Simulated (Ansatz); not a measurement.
# HS− (hydrosulfide) at 6 levels

We compute a comparison of 6 runs (wB97M-V/3-21G, B2PLYP/cc-pVDZ, B3LYP/cc-pVDZ, BLYP/cc-pVDZ, CAM-B3LYP/cc-pVDZ, CCSD(T)/cc-pVDZ) of HS− (hydrosulfide). 

The calculation is run with Ansatz 0.2.0.

3 further runs of the same task are left out: 2 that didn't finish, 1 set aside as unsound or not needed.

## (1) Starting point

HS− has 2 atoms, charge -1, and is taken as a singlet. As SMILES, `[SH-]`. The H2–S1 distance was set to 2.692 Å, away from the relaxed value.

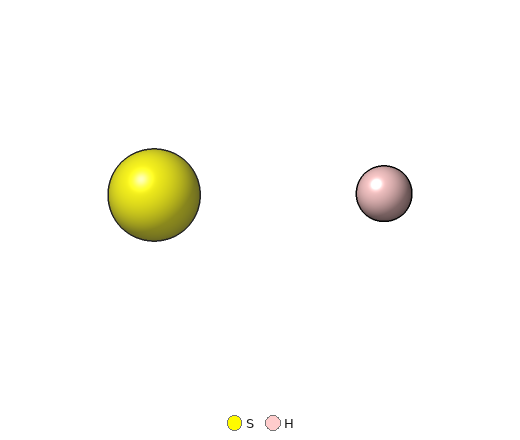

Viewed from a chosen angle; sulfur yellow, hydrogen pink.

## (2) A single-point energy at wB97M-V/3-21G (run 1)

The input, job.yaml:

```yaml
crystal:
  periodic: [false, false, false]
  atoms:
    - {symbol: S, position_ang: [1.724071, -0.563691, 0.886485]}
    - {symbol: H, position_ang: [-0.574700, 0.187900, -0.295500]}
basis:
  gaussian: {orbitals: 3-21G.json}
total_charge: -1
hamiltonian: {xc: {name: wB97M-V}}
accuracy: high
```

The basis set 3-21G is read from a file made from the Basis Set Exchange's data (not shown).

Run with:

```sh
ansatz run job.yaml --threads 1 --pin off --max-ram 2610MiB --events-out events.jsonl --progress --plain --runs-dir runs
```

Log:

```text
Warning: RAYON_NUM_THREADS=1 ignored (pool sized by the plan → 1); use --threads N
Functional definition: wB97M-V
  name "wB97M-V"
  parameter omega = 0.3/bohr
  parameter cx = 0.15
  parameter cx01 = 1.007
  parameter cx10 = 0.259
  parameter css00 = 0.443
  parameter css04 = -1.437
  parameter css10 = -4.535
  parameter css20 = -3.390
  parameter css43 = 4.278
  parameter cos00 = 1.000
  parameter cos10 = 1.358
  parameter cos20 = 2.924
  parameter cos21 = -8.812
  parameter cos60 = -1.390
  parameter cos61 = 9.142
  parameter b = 6.0
  parameter c = 0.01
  gx(w, u) = 1 - cx + cx01*u + cx10*w
  gss(w, u) = css00 + css04*u^4 + css10*w + css20*w^2 + css43*w^4*u^3
  gos(w, u) = cos00 + cos10*w + (cos20 + cos21*u)*w^2 + (cos60 + cos61*u)*w^6
  exchange = spin_sum(e_x_unif_sr(omega)*gx(b97_w, b97_u_x)) + cx*exact_x_sr(omega) + exact_x_lr(omega)
  correlation = spin_sum(e_c_pw_mod_same_spin*gss(b97_w, b97_u_same))
      + integral(e_c_pw_mod_opposite_spin*gos(b97_w_opposite, b97_u_opposite)) + vv10(b, c)
264 factors; integrals over basis functions are off by at most 3.6e-9 eV
107 factors; integrals over basis functions are off by at most 1.8e-9 eV
mean field evaluation 1: about -10793.3507 eV, gradient 1.3e1 eV
mean field evaluation 2: about -10793.2638 eV, gradient 1.2e1 eV
mean field evaluation 4: about -10793.8323 eV, gradient 1.2e-1 eV
mean field evaluation 8: about -10793.8304 eV, gradient 1.1e-3 eV
mean field evaluation 16: about -10793.8304 eV, gradient 2.2e-8 eV
mean field -10793.83040596 eV, -396.6659510979 hartree, gradient 2.2e-8 eV, S^2 0.000000; 0 other end points of the search recorded, 0 dependent functions left out
reference -10793.83040813 eV, -396.6659511778 hartree; 9, 9 occupied and 6, 6 virtual orbitals, 264 factors
Total energy: -10793.83040813 eV, -396.6659511778 hartree
```

Wall time 3.9 s (1 thread of Arm Neoverse V2, shared host); peak memory 0.15 GiB.

## (3) The energy at B2PLYP/cc-pVDZ (run 2)

The input, in.yaml:

```yaml
crystal:
  periodic: [false, false, false]
  atoms:
    - {symbol: S, position_ang: [1.724071, -0.563691, 0.886485]}
    - {symbol: H, position_ang: [-0.574700, 0.187900, -0.295500]}
basis:
  gaussian: {orbitals: cc-pVDZ}
accuracy: high
correlation: {frozen_orbitals: {H: 0, S: 5}}
hamiltonian: {xc: {name: B2PLYP}}
total_charge: -1
```

Run with:

```sh
ansatz run in.yaml --threads 1 --pin off --max-ram 2610MiB --events-out events.jsonl --progress --plain --runs-dir runs
```

Log:

```text
Warning: RAYON_NUM_THREADS=1 ignored (pool sized by the plan → 1); use --threads N
Functional definition: B2PLYP
  name "B2PLYP"
  parameter a = 0.53
  parameter c = 0.27
  exchange = (1 - a)*b88_x + a*exact_x
  correlation = (1 - c)*lyp_c + c*(mp2_os + mp2_ss)
396 factors; integrals over basis functions are off by at most 3.0e-9 eV
mean field evaluation 1: about -10841.5516 eV, gradient 1.8e1 eV
mean field evaluation 2: about -10841.5630 eV, gradient 1.8e1 eV
mean field evaluation 4: about -10842.9199 eV, gradient 2.3e0 eV
mean field evaluation 8: about -10842.9426 eV, gradient 4.0e-2 eV
mean field evaluation 16: about -10842.9426 eV, gradient 2.3e-6 eV
mean field -10842.94261009 eV, -398.4707913102 hartree, gradient 1.1e-8 eV, S^2 0.000000; 0 other end points of the search recorded, 0 dependent functions left out; unrestricted orbitals would lower it
5 core orbitals not correlated: weight in the atoms' cores, before any rotation towards them, 1.000 or more for the frozen orbitals, at most 0.000 for the correlated occupied ones
reference -10842.94262914 eV, -398.4707920105 hartree; 4, 4 occupied and 14, 14 virtual orbitals, 396 factors
second order -5.34949820 eV of doubles, -0.00000000 eV of singles
Total energy: -10844.38699366 eV, -398.5238714274 hartree
```

It took 0.68 s on 1 thread of Arm Neoverse V2, shared host.

Runs 3 to 5 aren't shown in full; the table further down has their settings and results.

## (4) The energy at CCSD(T)/cc-pVDZ (run 6)

The input, molecule.yaml:

```yaml
crystal:
  periodic: [false, false, false]
  atoms:
    - {symbol: S, position_ang: [1.724071, -0.563691, 0.886485]}
    - {symbol: H, position_ang: [-0.574700, 0.187900, -0.295500]}
basis:
  gaussian: {orbitals: cc-pVDZ}
accuracy: high
correlation: {method: ccsd_t, frozen_orbitals: {H: 0, S: 5}}
scf: {omitted_lower_state_checks: [cluster_reference, increment]}
total_charge: -1
```

Run with:

```sh
ansatz run molecule.yaml --threads 1 --pin off --max-ram 2610MiB --events-out events.jsonl --progress --plain --runs-dir runs
```

Log:

```text
Warning: RAYON_NUM_THREADS=1 ignored (pool sized by the plan → 1); use --threads N
Functional definition: HF
  name "HF"
  exchange = exact_x
  correlation = 0
these checks for a lower state are left out or cut short: cluster_reference, increment
396 factors; integrals over basis functions are off by at most 3.0e-9 eV
mean field evaluation 1: about -10828.5735 eV, gradient 1.1e1 eV
mean field evaluation 2: about -10828.5998 eV, gradient 1.0e1 eV
mean field evaluation 4: about -10829.0137 eV, gradient 1.5e0 eV
mean field evaluation 8: about -10829.0236 eV, gradient 2.5e-3 eV
mean field evaluation 16: about -10826.4898 eV, gradient 7.5e0 eV
mean field -10829.02360928 eV, -397.9592774654 hartree, gradient 3.0e-8 eV, S^2 0.000000; 1 other end points of the search recorded, 0 dependent functions left out; unrestricted orbitals would lower it
5 core orbitals not correlated: weight in the atoms' cores, before any rotation towards them, 1.000 or more for the frozen orbitals, at most 0.000 for the correlated occupied ones
reference -10829.02360928 eV, -397.9592774654 hartree; 4, 4 occupied and 14, 14 virtual orbitals, 396 factors
second order -3.87750293 eV of doubles, -0.00000000 eV of singles
cycle   1  -4.34661330 eV  change   -5.6e-1 eV  update   1.4e-1
cycle   2  -4.71468101 eV  change   -3.7e-1 eV  update   7.0e-2
cycle   3  -4.96045356 eV  change   -2.5e-1 eV  update   5.3e-2
cycle   4  -4.93253539 eV  change    2.8e-2 eV  update   1.3e-2
cycle   5  -4.95023456 eV  change   -1.8e-2 eV  update   6.8e-3
cycle   6  -4.94419493 eV  change    6.0e-3 eV  update   1.8e-3
cycle   7  -4.94389866 eV  change    3.0e-4 eV  update   7.3e-4
cycle   8  -4.94518244 eV  change   -1.3e-3 eV  update   2.8e-4
cycle   9  -4.94491282 eV  change    2.7e-4 eV  update   9.0e-5
cycle  10  -4.94490542 eV  change    7.4e-6 eV  update   9.3e-6
cycle  11  -4.94490440 eV  change    1.0e-6 eV  update   2.8e-6
cycle  12  -4.94490379 eV  change    6.2e-7 eV  update   1.0e-6
cycle  13  -4.94490274 eV  change    1.0e-6 eV  update   3.7e-7
cycle  14  -4.94490323 eV  change   -4.9e-7 eV  update   1.6e-7
cycle  15  -4.94490339 eV  change   -1.6e-7 eV  update   5.8e-8
cycle  16  -4.94490127 eV  change    2.1e-6 eV  update   5.5e-7
cycle  17  -4.94490005 eV  change    1.2e-6 eV  update   2.9e-7
cycle  18  -4.94489999 eV  change    5.8e-8 eV  update   3.1e-8
cycle  19  -4.94490000 eV  change   -8.3e-9 eV  update   9.2e-9
cycle  20  -4.94490000 eV  change   -1.9e-9 eV  update   4.0e-9
cycle  21  -4.94490001 eV  change   -2.0e-9 eV  update   2.0e-9
cycle  22  -4.94490000 eV  change    1.6e-9 eV  update  7.7e-10
cycle  23  -4.94490000 eV  change  -3.1e-11 eV  update  2.8e-10
perturbative correction -0.29923746 eV, -0.0109967737 hartree
WARN: these amplitudes may be one of several solutions (largest doubles amplitude 0.39, level shift 0.53 eV)
Total energy: -10834.26774675 eV, -398.1519959624 hartree
Checks for a lower state left out: cluster_reference, increment
```

Run time: 0.24 s. Hardware: 1 thread of Arm Neoverse V2, shared host.

## (5) The series

```
run              level  frozen core orbitals  energy (Eh)  wall time
  1      wB97M-V/3-21G                     –  -396.665951      3.9 s
  2     B2PLYP/cc-pVDZ                     5  -398.523871     0.68 s
  3      B3LYP/cc-pVDZ                     –  -398.694397     0.56 s
  4       BLYP/cc-pVDZ                     –  -398.676233     0.62 s
  5  CAM-B3LYP/cc-pVDZ                     –  -398.672994     0.68 s
  6    CCSD(T)/cc-pVDZ                     5  -398.151996     0.24 s
```

## (6) What came out

| quantity | value |
| --- | --- |
| run 6: total energy | -398.15200 Eh |
| run 6: correlation energy (5 core orbitals frozen) | -192.7 mEh |
| run 6: (T) correction | -11.00 mEh |
| run 6: T1 diagnostic | 0.067 |

Totals of different functionals can't be ranked against each other. In run 6 the T1 diagnostic is large, so a single reference may not serve. In runs 2, 6 the log says that unrestricted orbitals would lower the reference, so the values rest on an unstable closed-shell determinant (other closed-shell runs at this shape may share the fault). All runs together took 6.7 s, the longest 3.9 s.
